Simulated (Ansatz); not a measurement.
**GaLiH₂: geometry relaxation**

GaLiH₂, computed with RKS PBE0-D4/def2-TZVP (Ansatz 0.2.0).

Figures and captions count atoms from 1; the log counts them from 0 in places.

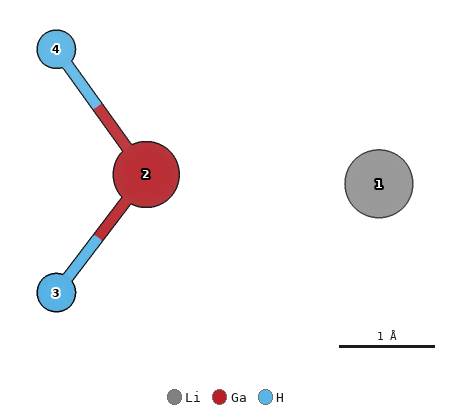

*The starting structure (ball-and-stick view, seen at a tilt; atoms are numbered from 1 in the order of the input). Sticks mark near contacts.*

Bond lengths as drawn: Ga–H 1.62 Å.

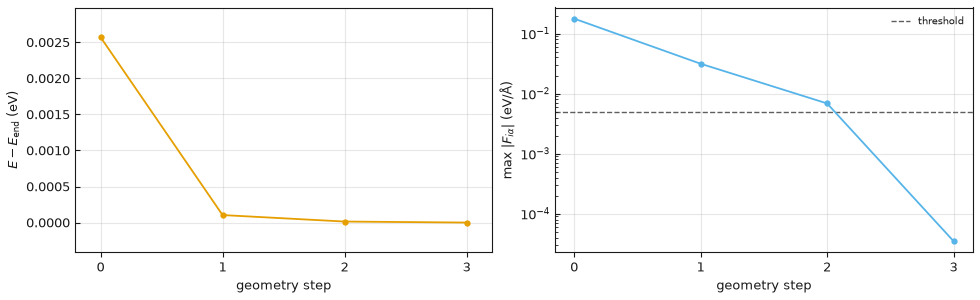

*Progress of the relaxation, step by step (the first geometry is step 0 here and step 1 in the log).*

The largest moves after the best rigid fit, 0.010 Å, are those of H3 and H4. Largest moves by element: H 0.010 Å, Ga 0.009 Å, Li 0.008 Å. Among the contacts that change: Ga2–H3 1.625 → 1.610 Å. Over 3 geometry steps the energy falls by 0.003 eV. Largest force component: 0.18 eV/Å at the start, under 0.0001 eV/Å at the end. (Atoms are counted from 1 in the order of the input.)

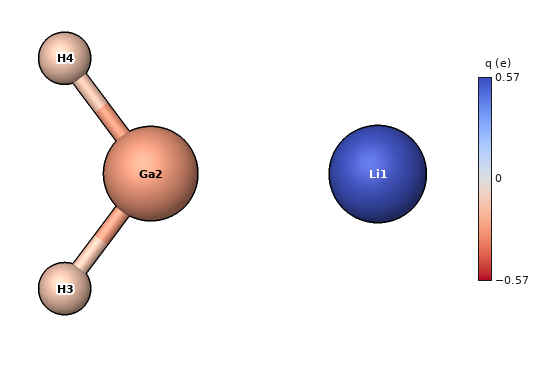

*Mulliken charges, as the colour of each atom (ball-and-stick view, seen on its broad side; atoms are numbered from 1 in the order of the input).*

By element: Li +0.54, Ga −0.27 and H −0.13 e.

The input and output of the run follow.

## The input
```yaml
crystal:
  periodic: [false, false, false]
  atoms:
    - {symbol: Li, position_ang: [-1.957569, 0.745366, -1.170945]}
    - {symbol: Ga, position_ang: [0.118141, -0.044908, 0.070683]}
    - {symbol: H, position_ang: [0.693192, -1.561910, 0.157252]}
    - {symbol: H, position_ang: [1.146236, 0.861451, 0.943010]}
basis:
  gaussian: {orbitals: def2-TZVP}
hamiltonian: {xc: pbe0, dispersion: d4}
relax: {f_tol: 0.005, max_steps: 200}
```

Run as:
```bash
ansatz run in.yaml --threads 2 --pin off --events-out ev --progress --plain --max-ram 4352MiB
```

## Output
```
Functional definition: PBE0
  name "PBE0"
  cite "Adamo & Barone, J. Chem. Phys. 110, 6158 (1999) doi:10.1063/1.478522"
  cite "Perdew, Burke & Ernzerhof, Phys. Rev. Lett. 77, 3865 (1996) doi:10.1103/PhysRevLett.77.3865"
  parent pbe
  parameter a = 0.25
  parameter kappa = 0.804
  parameter beta = 0.06672455060314922
  exchange = (1 - a)*pbe_x(kappa = kappa, mu = beta*pi^2/3) + a*exact_x
  correlation = pbe_c(beta = beta)
630 factors; their error is unknown
mean field evaluation 1: about -52605.5610 eV, gradient 1.9e1 eV
mean field evaluation 2: about -52606.1674 eV, gradient 1.7e1 eV
mean field evaluation 4: about -52606.5196 eV, gradient 6.9e-1 eV
mean field evaluation 8: about -52606.7098 eV, gradient 8.0e-3 eV
mean field -52606.70979836 eV, -1933.2609269811 hartree, gradient 1.1e-5 eV, S^2 0.000000; 0 other end points of the search recorded, 0 dependent functions left out
the calculation of the forces begins
reference -52606.70983569 eV, -1933.2609283529 hartree; 18, 18 occupied and 56, 56 virtual orbitals, 630 factors
relax step   1: F+E_penalty+E_count = -52606.74661285 eV  Δ(F+E_penalty+E_count) = +0.000e0 eV  max|allowed force component| = 1.774e-1 eV/Å  Δτ_max = 0.0000 Å  (25 SCF iters, accepted)
these checks for a lower state are left out or cut short: starts, cluster_reference, orbital_swaps, neighbouring_geometries, increment
630 factors; their error is unknown
mean field evaluation 16: about -52606.5233 eV, gradient 9.7e-4 eV
mean field -52606.71224017 eV, -1933.2610167161 hartree, gradient 3.2e-5 eV, S^2 0.000000; 0 other end points of the search recorded, 0 dependent functions left out
the calculation of the forces begins
reference -52606.71227729 eV, -1933.2610180801 hartree; 18, 18 occupied and 56, 56 virtual orbitals, 630 factors
relax step   2: F+E_penalty+E_count = -52606.74908033 eV  Δ(F+E_penalty+E_count) = -2.467e-3 eV  max|allowed force component| = 3.147e-2 eV/Å  Δτ_max = 0.0101 Å  (25 SCF iters, accepted)
these checks for a lower state are left out or cut short: starts, cluster_reference, orbital_swaps, neighbouring_geometries, increment
630 factors; their error is unknown
mean field -52606.71233860 eV, -1933.2610203331 hartree, gradient 6.9e-5 eV, S^2 0.000000; 0 other end points of the search recorded, 0 dependent functions left out
the calculation of the forces begins
reference -52606.71237573 eV, -1933.2610216976 hartree; 18, 18 occupied and 56, 56 virtual orbitals, 630 factors
relax step   3: F+E_penalty+E_count = -52606.74917050 eV  Δ(F+E_penalty+E_count) = -9.016e-5 eV  max|allowed force component| = 6.866e-3 eV/Å  Δτ_max = 0.0049 Å  (21 SCF iters, accepted)
these checks for a lower state are left out or cut short: starts, cluster_reference, orbital_swaps, neighbouring_geometries, increment
630 factors; their error is unknown
mean field -52606.71234799 eV, -1933.2610206783 hartree, gradient 2.7e-5 eV, S^2 0.000000; 0 other end points of the search recorded, 0 dependent functions left out
the calculation of the forces begins
reference -52606.71238511 eV, -1933.2610220423 hartree; 18, 18 occupied and 56, 56 virtual orbitals, 630 factors
relax step   4: F+E_penalty+E_count = -52606.74918363 eV  Δ(F+E_penalty+E_count) = -1.314e-5 eV  max|allowed force component| = 3.537e-5 eV/Å  Δτ_max = 0.0016 Å  (19 SCF iters, accepted)
630 factors; their error is unknown
mean field evaluation 32: about -52606.7123 eV, gradient 2.7e-5 eV
mean field -52606.71234799 eV, -1933.2610206783 hartree, gradient 2.7e-5 eV, S^2 0.000000; 1 other end points of the search recorded, 0 dependent functions left out
the calculation of the forces begins
reference -52606.71238511 eV, -1933.2610220423 hartree; 18, 18 occupied and 56, 56 virtual orbitals, 630 factors
Total energy: -52606.74922075 eV, -1933.2623757272 hartree
Atom 0 at    -1.950629     0.742797    -1.166779 Å, force    -0.000035     0.000023    -0.000019 eV/Å
Atom 1 at     0.125643    -0.047833     0.075157 Å, force    -0.000013    -0.000022    -0.000013 eV/Å
Atom 2 at     0.686852    -1.554793     0.154392 Å, force     0.000021    -0.000032     0.000008 eV/Å
Atom 3 at     1.138134     0.859827     0.937230 Å, force     0.000028     0.000031     0.000025 eV/Å
Dipole moment:    -1.170822     0.445841    -0.700335 e Å
```

## Trajectory as extended XYZ (Å, eV, eV/Å), 4 frames, from step=1 to step=4
```
4
Properties=species:S:1:pos:R:3:forces:R:3 step=1 energy=-52606.74661
Li   -1.9576    0.7454   -1.1709    0.0036  -0.0013   0.0021
Ga    0.1181   -0.0449    0.0707    0.1774  -0.0677   0.1061
H     0.6932   -1.5619    0.1573   -0.0699   0.1443  -0.0185
H     1.1462    0.8615    0.9430   -0.1111  -0.0753  -0.0897
4
Properties=species:S:1:pos:R:3:forces:R:3 step=2 energy=-52606.74908
Li   -1.9493    0.7423   -1.1660   -0.0065   0.0025  -0.0039
Ga    0.1253   -0.0477    0.0749    0.0287  -0.0110   0.0171
H     0.6858   -1.5577    0.1531   -0.0060   0.0315   0.0022
H     1.1383    0.8631    0.9380   -0.0162  -0.0229  -0.0154
4
Properties=species:S:1:pos:R:3:forces:R:3 step=3 energy=-52606.74917
Li   -1.9518    0.7433   -1.1675    0.0040  -0.0015   0.0024
Ga    0.1254   -0.0477    0.0750   -0.0040   0.0015  -0.0024
H     0.6878   -1.5538    0.1552   -0.0013  -0.0068  -0.0022
H     1.1386    0.8583    0.9372    0.0012   0.0069   0.0022
4
Properties=species:S:1:pos:R:3:forces:R:3 step=4 energy=-52606.74918
Li   -1.9506    0.7428   -1.1668    0.0000   0.0000   0.0000
Ga    0.1256   -0.0478    0.0752    0.0000   0.0000   0.0000
H     0.6869   -1.5548    0.1544    0.0000   0.0000   0.0000
H     1.1381    0.8598    0.9372    0.0000   0.0000   0.0000
```

## Results in brief

```csv
quantity,value
outcome,converged
total energy,−52606.7492 eV
mean-field energy,−52606.7124 eV
dispersion energy,−0.0368 eV
SCF solution under orbital rotations,stable
largest force (length of the vector) at the end,under 0.001 eV/Å
dipole moment,6.89 D
hardware,"2 threads of Arm Neoverse V2, 95 GiB of memory available, shared host"
wall time,3.8 s (CPU time 7.1 s)
peak memory,0.13 GiB
```
